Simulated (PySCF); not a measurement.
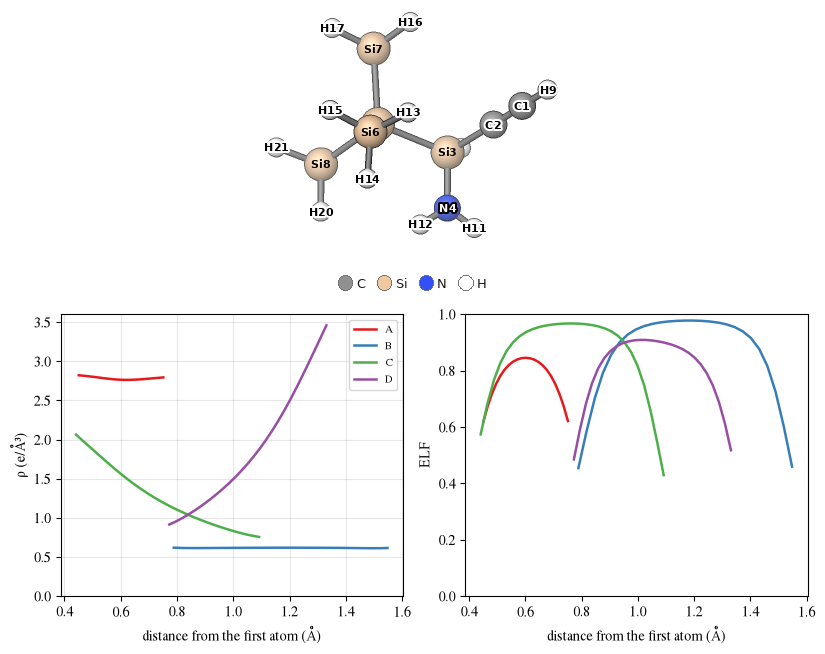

Figure 1: C2H13NSi5. Total electron density and electron localisation function along straight lines between neighbouring atoms. The curves leave out the atomic cores. The structure is drawn too.

Geometry: GFN2-xTB.

The calculation used PBE0/pcSseg-1, SCF density, gas phase, non-relativistic (PySCF 2.14.0).

Input file:

```
{"job": {"kind": "nmr", "xc": "PBE0", "basis": "pcSseg-1", "pop": false}, "charge": 0, "multiplicity": 1}
C     -3.418409     0.750945     1.523889
C     -2.707813     0.227792     0.707028
Si    -1.561800    -0.559691    -0.526039
N     -1.775327     0.219783    -2.041302
Si     0.678993    -0.201286     0.085303
Si     1.050157     2.102945     0.318131
Si     1.105282    -1.284888     2.111143
Si     2.081936    -1.046538    -1.591269
H     -4.048746     1.205382     2.234430
H     -2.048492    -1.949602    -0.627868
H     -2.665674     0.318128    -2.493930
H     -1.030524     0.620682    -2.578305
H      0.089721     2.745641     1.216672
H      0.958711     2.815487    -0.961393
H      2.384216     2.406043     0.847279
H      0.194245    -0.870444     3.179117
H      2.462894    -1.018433     2.594252
H      0.991019    -2.742074     2.008986
H      1.852170    -2.466685    -1.870477
H      1.903889    -0.355577    -2.874084
H      3.503551    -0.917612    -1.261562
```

Command:

```sh
OMP_NUM_THREADS=1 python ens_run.py task.json out
```

### Which curve belongs to which contact (C–C, C–Si, Si–N and Si–Si)? The first atom named is at distance zero.

Curve A: C–C (1.20 Å): the density is about 2.8 e/Å³ at the midpoint; the ELF peaks at about 0.85 between the atoms: a short, multiple covalent bond. Curve B: Si–Si (2.34 Å): ρ at the midpoint is about 0.62 e/Å³; the ELF peaks at about 1 between the atoms (a shared electron pair). Curve C: C–Si (1.86 Å): ρ is about 0.91 e/Å³ halfway; the ELF peaks at about 0.95 between the atoms; a shared electron pair. Curve D: Si–N (1.72 Å): the density is about 1.1 e/Å³ at the midpoint; the ELF peaks at about 0.90 between the atoms (a shared but strongly polarised pair).
